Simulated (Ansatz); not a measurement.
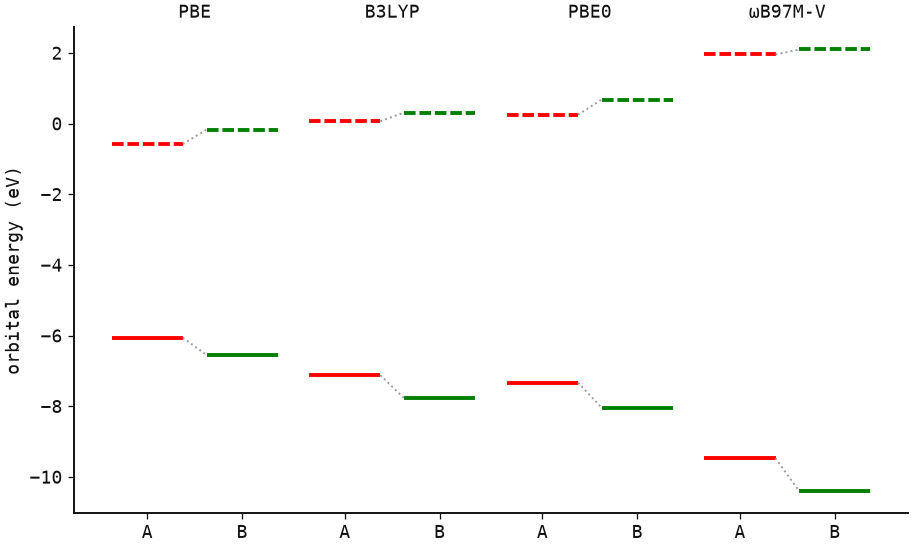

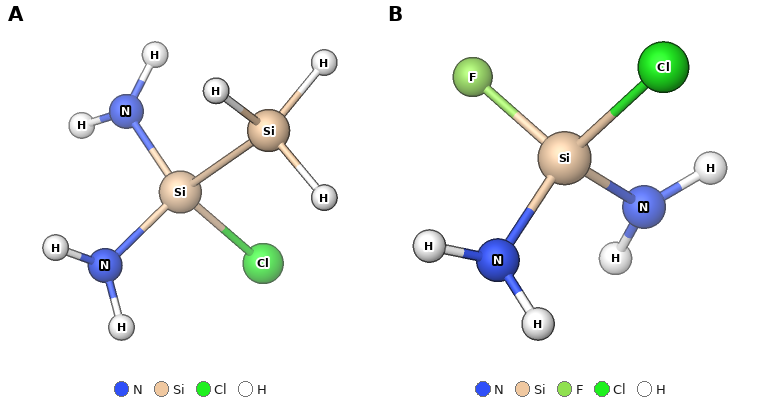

One change: A, Si₂N₂H₇Cl (SMILES N[Si](N)([SiH3])Cl), becomes B, SiN₂H₄ClF (SMILES N[Si](N)(F)Cl). SiH₃ on Si is replaced by F. HOMO (solid) and LUMO (dashed) computed in def2-TZVPP at PBE0-D4/def2-TZVP geometries, both minima by their frequencies, gas phase, the Ansatz code. Empty levels above zero depend strongly on the basis.

Q: What does the change do to HOMO and LUMO?

A: PBE: the HOMO falls by 0.49 eV, the LUMO rises by 0.41 eV, and the separation goes from 5.48 to 6.38 eV. B3LYP: the HOMO falls by 0.65 eV, the LUMO rises by 0.24 eV, and the separation goes from 7.19 to 8.08 eV. PBE0: the HOMO falls by 0.71 eV, the LUMO rises by 0.43 eV, and the separation goes from 7.58 to 8.72 eV. ωB97M-V: the HOMO falls by 0.93 eV, the LUMO rises by 0.14 eV, and the separation goes from 11.42 to 12.50 eV.

Q: Do the functionals agree on the effect?

A: They agree on the direction for both levels; the HOMO shift lies between −0.93 and −0.49 eV and the LUMO shift between 0.14 and 0.43 eV, while the separations themselves differ by up to 6.1 eV between functionals.
